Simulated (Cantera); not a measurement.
Feed: 1 mol TiCl4, 0.12 mol O2, 3.1 mol H2, at 610 Pa.

Equilibrium computed with Cantera from the NASA thermochemical tables; the gas is ideal and each condensed phase is pure. Candidate condensed phases: H2O, Ti, TiCl2, TiCl3, TiCl4, TiO, TiO2, Ti2O3, Ti3O5, Ti4O7; 23 gas species. The tables' values for TiCl2 are old estimates; treat these amounts as uncertain. Condensed phases not in the tables: TiOCl. Equilibrium is a limit: real reactors are often held back by kinetics, nucleation or transport.

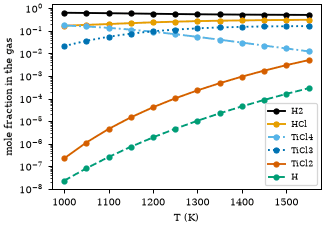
*Equilibrium gas composition (values under 1e-9 drawn at 1e-9)*

### Question
Read off the mole fractions at 1350 K.

### Answer
H2 about 0.53, HCl about 0.28, TiCl3 about 0.14, TiCl4 about 0.041, TiCl2 about 0.00048, H about 2.2e-5.
